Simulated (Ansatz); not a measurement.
The parent structure is AlN in the wurtzite structure (space group P6_3mc, No. 186; a = 3.107 Å, c = 4.978 Å). Axes: x lies along a and z along c of the hexagonal cell.

Structures relaxed with Kohn–Sham DFT with the r2SCAN functional, run in Ansatz (a program for electronic structure) with PAW and 500 eV plane waves, no spin-orbit coupling, earlier PAW set.

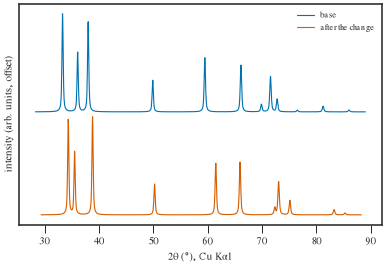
Figure. Simulated powder patterns before (top) and after one change

Q: Name the change that was made.
(A) uniaxial strain ε_yy = +2.37 %
(B) strain tensor (xx, yy, zz, yz, xz, xy) = (+1.19, +2.48, +0.63, −0.17, +1.28, −0.79) %
(C) biaxial strain −2.97 %, plane normal [001], relaxed out of plane
(D) isotropic strain −3.19 %

A: C, biaxial strain −2.97 %, plane normal [001], relaxed out of plane. Its volume per atom is 9.94 Å³ against 10.40 Å³, and its space group is P6_3mc (No. 186).

Whether these cells are dynamically stable was not tested.
